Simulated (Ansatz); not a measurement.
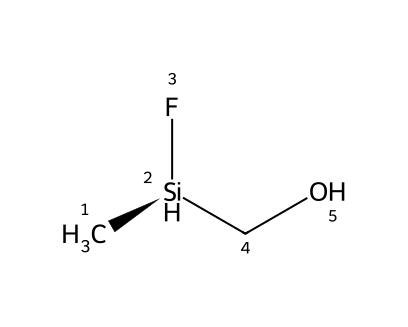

A structural formula, with wedges where it has stereocentres; small numbers name the atoms. The configuration is that of a computed structure (PBE-D4/def2-SVP).

Assign CIP descriptors.

Si2: R.

Give a SMILES with the stereochemistry.

C[Si@@H](F)CO
